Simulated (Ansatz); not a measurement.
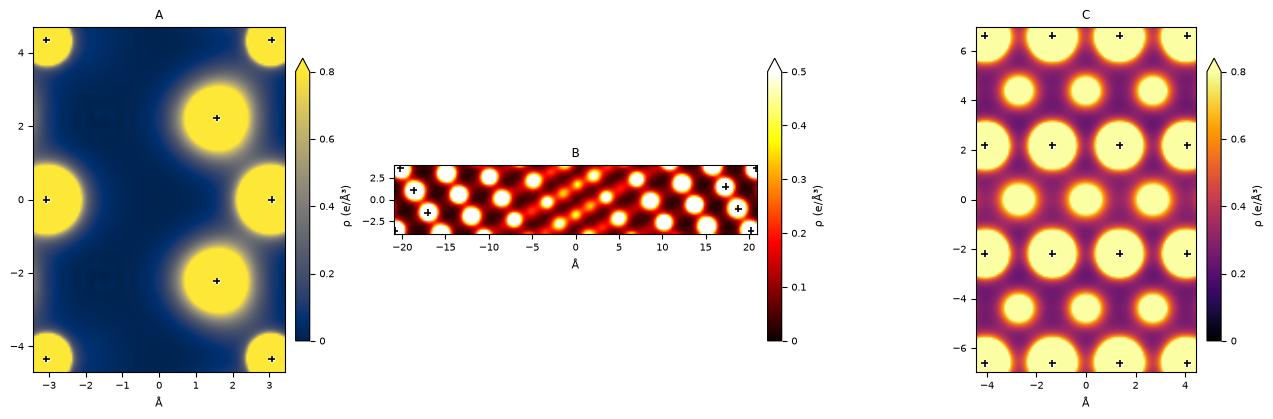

The valence pseudo-density of 3 systems, each on a plane through atoms (crosses mark nuclei in the plane).

Computed with DFT PBE, scalar-relativistic, plane waves, PAW in Ansatz.

System 1: IrRh2, the (100) plane of the conventional cell. Space group P6₃/mmc; a structure generated by program, which may or may not match a known phase; computed without spin polarisation.

```cif
data_structure
_symmetry_space_group_name_H-M 'P 1'
_symmetry_Int_Tables_number 1
_cell_length_a 2.7319
_cell_length_b 2.7319
_cell_length_c 13.2235
_cell_angle_alpha 90.000
_cell_angle_beta 90.000
_cell_angle_gamma 120.000
_cell_volume 85.47
loop_
_atom_site_label
_atom_site_type_symbol
_atom_site_fract_x
_atom_site_fract_y
_atom_site_fract_z
_atom_site_occupancy
Ir1 Ir 0.33333 0.66667 0.25000 1
Ir2 Ir 0.66667 0.33333 0.75000 1
Rh1 Rh 0.33333 0.66667 0.91596 1
Rh2 Rh 0.33333 0.66667 0.58404 1
Rh3 Rh 0.66667 0.33333 0.08404 1
Rh4 Rh 0.66667 0.33333 0.41596 1
```

System 2: Sn4SeS3, the (111) plane of the conventional cell. Space group R-3m; a structure generated by program, which may or may not match a known phase.

```xyz
24
Lattice="4.1746 0.0000 0.0000 -2.0873 3.6153 0.0000 0.0000 0.0000 40.8789" Properties=species:S:1:pos:R:3 pbc="T T T"
Sn    0.0000    2.4102   11.8189
Sn    0.0000    0.0000   25.4455
Sn    2.0873    1.2051   39.0716
Sn    2.0873    1.2051    8.4816
Sn    0.0000    2.4102   22.1081
Sn    0.0000    0.0000   35.7343
Sn    0.0000    0.0000    5.1446
Sn    2.0873    1.2051   18.7708
Sn    0.0000    2.4102   32.3973
Sn    0.0000    2.4102    1.8073
Sn    0.0000    0.0000   15.4338
Sn    2.0873    1.2051   29.0600
Se    0.0000    0.0000    0.0000
Se    2.0873    1.2051   13.6262
Se    0.0000    2.4102   27.2527
S     0.0000    0.0000   10.1523
S     2.0873    1.2051   23.7784
S     0.0000    2.4102   37.4050
S     0.0000    2.4102    6.8133
S     0.0000    0.0000   20.4394
S     2.0873    1.2051   34.0656
S     2.0873    1.2051    3.4739
S     0.0000    2.4102   17.1005
S     0.0000    0.0000   30.7266
```

System 3: MgCd3Se4, the (011) plane of the conventional cell. Space group P-43m; a structure generated by program, which may or may not match a known phase.

```yaml
crystal:
  lattice:
    - [6.14475, 0.00000, 0.00000]
    - [0.00000, 6.14475, 0.00000]
    - [0.00000, 0.00000, 6.14475]
  atoms:
    - { symbol: Mg, position: [0.00000, 0.00000, 0.00000] }
    - { symbol: Cd, position: [0.00000, 0.50000, 0.50000] }
    - { symbol: Cd, position: [0.50000, 0.00000, 0.50000] }
    - { symbol: Cd, position: [0.50000, 0.50000, 0.00000] }
    - { symbol: Se, position: [0.75531, 0.75531, 0.24469] }
    - { symbol: Se, position: [0.75531, 0.24469, 0.75531] }
    - { symbol: Se, position: [0.24469, 0.75531, 0.75531] }
    - { symbol: Se, position: [0.24469, 0.24469, 0.24469] }
```

Question: Match each panel to its system.

Answer: Panel A is system 3, MgCd3Se4: the plane holds Mg, Cd and Se. Mg–Se (2.60 Å): the density is about 0.34 e/Å³ at the midpoint. Panel B is system 2, Sn4SeS3: the plane holds Sn, Se and S. Sn–S (2.93 Å): ρ at the midpoint is about 0.23 e/Å³. Panel C is system 1, IrRh2: the plane holds Ir and Rh. Rh–Rh (2.73 Å): ρ at the midpoint is about 0.34 e/Å³.
